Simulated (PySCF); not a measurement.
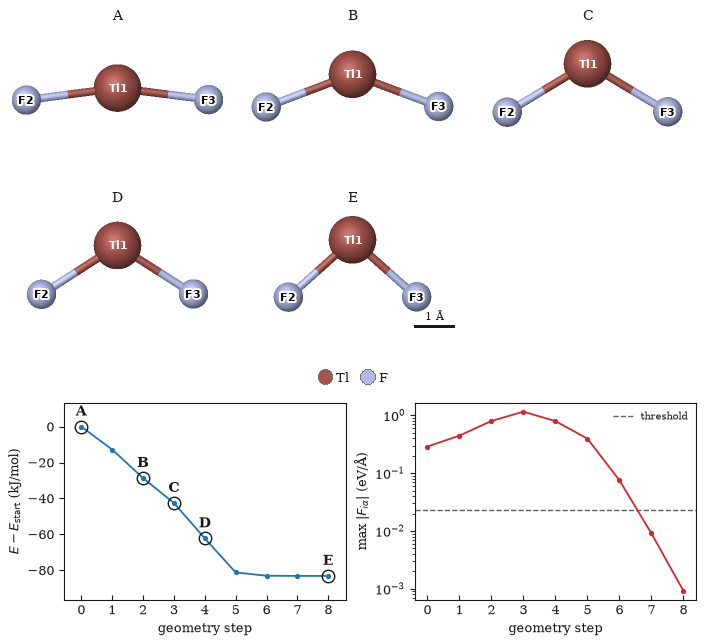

Frames of a relaxation of TlF$_{2}$ (charge −1), marked on the history of the run. The picture is a ball-and-stick view, seen at a tilt.

The start is a saddle point found before, displaced along its imaginary mode.

All numbers below come from RKS PBE0, Tl def2-SVP with ECP60, F def2-SVP; non-relativistic Hamiltonian with scalar-relativistic core potentials; density fitting in PySCF. Settings: symmetry kept (C2v).

**What happens along the run?**

The energy falls by 83.2 kJ/mol in 8 geometry steps. Largest force component: 0.29 eV/Å at the start, 0.00092 eV/Å at the end. The largest moves after the best rigid fit, 0.78 Å, are those of F2 and F3. Largest moves by element: F 0.78 Å, Tl 0.76 Å. Near-neighbour distances that change, for instance: Tl1–F2 2.329 → 2.169 Å. Bond angles that change, for instance: F2–Tl1–F3 165.4° → 97.2°. Cost: 6.8 s on 2 threads of Arm Neoverse V1, on a shared host, peak memory 0.39 GiB. From step 0 to 2: Tl1 moves most (0.34 Å), energy −28.6 kJ/mol. From step 2 to 3: Tl1 moves most (0.26 Å), energy −13.9 kJ/mol. From step 3 to 4: F atoms move most (0.11 Å), energy −19.7 kJ/mol. From step 4 to 8: F atoms move most (0.31 Å), energy −20.9 kJ/mol.

| step | E − E(0), kJ/mol | largest force component, eV/Å |
| --- | --- | --- |
| 0 | 0.00 | 0.2886 |
| 1 | -12.78 | 0.4447 |
| 2 | -28.64 | 0.7986 |
| 3 | -42.56 | 1.1543 |
| 4 | -62.28 | 0.7927 |
| 5 | -81.21 | 0.3946 |
| 6 | -83.04 | 0.0751 |
| 7 | -83.14 | 0.0091 |
| 8 | -83.16 | 0.0009 |

Limits of the set-up: the basis has no diffuse functions, which an anion needs.
